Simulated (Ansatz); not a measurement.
# MgS: response to strain

The parent structure is MgS in the rock salt structure (space group Fm-3m, No. 225; a = 5.1292 Å). Axes: x, y, z lie along the cube axes.

Strains are applied to the cell and any free atomic positions relax; under biaxial strain the out-of-plane vector relaxes too.

Computed with DFT with LDA, PAW potentials and a 420 eV plane-wave cutoff in Ansatz (a quantum-chemistry and plane-wave program), scalar-relativistic without spin-orbit coupling.

Notes on the quantities. energy relative to the base: free energy F.

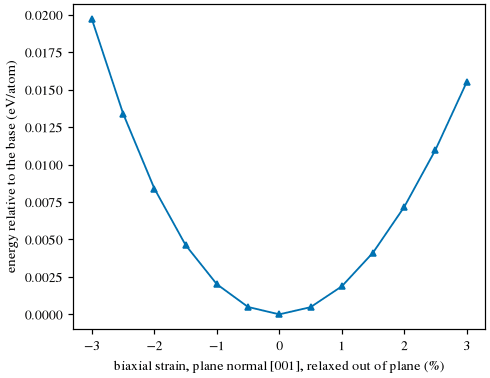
*Energy relative to the base against biaxial strain, plane normal [001], relaxed out of plane*

Question: From the plot, what is the energy relative to the base for biaxial strain +3.00 %, plane normal [001], relaxed out of plane?

Answer: About 0.016 eV/atom.

Question: Is the trend monotonic over the range shown?

Answer: No, it turns within the range, spanning 0 meV/atom to +20 meV/atom.

Stability against distortions was not tested.
